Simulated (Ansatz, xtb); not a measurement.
## Strength of the N–Al bond: C2H10AlN → C2H7N + AlH3

Species: C2H10AlN `C[NH+](C)[AlH3-]`, singlet; C2H7N (dimethylamine) `CNC`, singlet; AlH3 `[AlH3]`, singlet. 

Shapes, held fixed at every level: PBE0-D4/def2-TZVP. Programs: Ansatz 0.2.0, xtb 6.7.1. The zero-point and thermal change to 298 K, harmonic and unscaled (PBE0-D4/def2-TZVP), is -10.3 kJ/mol.

```
               level                   kind  ΔH(298 K) (kJ/mol)  less CCSD(T)/CBS estimate
            GFN2-xTB         semi-empirical              +122.9                      -14.3
         HF/def2-SVP           Hartree–Fock              +118.0                      -19.2
       HF/def2-TZVPP           Hartree–Fock              +110.3                      -26.9
 BHLYP-D4/def2-TZVPP          global hybrid              +136.7                       -0.5
  PBE0-D4/def2-TZVPP          global hybrid              +137.9                       +0.7
   B2PLYP/def2-TZVPP          double hybrid              +123.9                      -13.3
     CCSD/def2-TZVPP  coupled cluster or CI              +133.4                       -3.8
CCSD(T)/CBS estimate  coupled cluster or CI              +137.2                        0.0
```

The highest level, CCSD(T)/CBS estimate, gives ΔH(298 K) = +137.2 kJ/mol; the levels span +110.3 to +137.9. A fragment pairs its electrons up again, so this isn't a typical strength of such a bond. The column of differences is taken from that level and isn't an error. No measured value is set beside it here. The CBS estimate extrapolates MP2 from def2-TZVPP and def2-QZVPP and adds CCSD(T) − MP2 in the triple-zeta set, cores frozen.

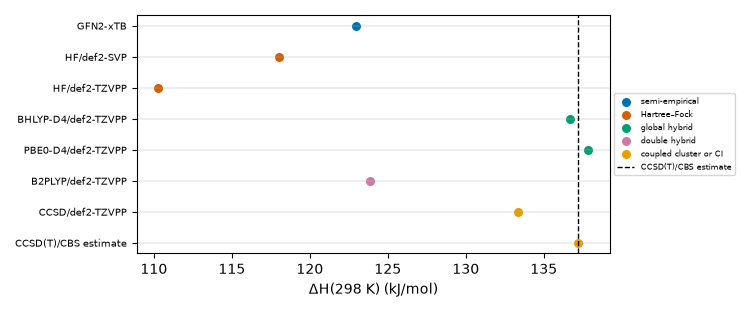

The values of the table, level by level.
